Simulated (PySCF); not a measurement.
```yaml
atoms:
  - { symbol: P, position_ang: [-0.5531, -1.6997, -0.2943] }
  - { symbol: P, position_ang: [1.4889, -0.6581, -0.3320] }
  - { symbol: P, position_ang: [0.8856, 0.6464, 1.2816] }
  - { symbol: P, position_ang: [-0.4923, 1.5087, -0.0981] }
  - { symbol: P, position_ang: [-1.9388, -0.0929, 0.0562] }
  - { symbol: H, position_ang: [-0.6045, -1.6002, -1.7190] }
  - { symbol: H, position_ang: [2.1928, -1.6126, 0.3750] }
  - { symbol: H, position_ang: [2.0854, 1.4766, 1.1692] }
  - { symbol: H, position_ang: [-1.3453, 2.2575, 0.7684] }
  - { symbol: H, position_ang: [-1.9166, -0.2233, 1.4526] }
```

Geometry: GFN2-xTB, MD frame at 250 fs, 300 K.

Computed with PBE0/pcSseg-1, SCF density, gas phase, non-relativistic (PySCF 2.14.0).

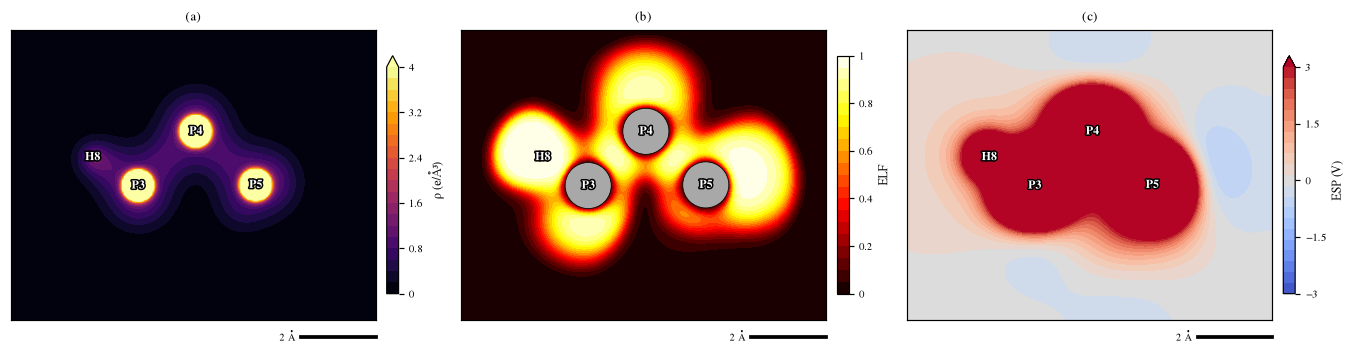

H₅P₅. (a) electron density; (b) ELF; (c) electrostatic potential on the plane of atoms P3, P4 and P5. Grey discs cover the atomic cores in the ELF map.

Q: Interpret the plot.

A:
- The plane passes through P and H nuclei.
- P–P (2.13 Å): ρ at the midpoint is about 0.92 e/Å³; the ELF peaks at about 0.95 between the atoms (a shared electron pair).
- The ELF also peaks beside P3, P5 and P4, away from the bonds: lone-pair regions.
- Outside the dense part of the molecule the potential is most negative (−0.7 V) near P5.
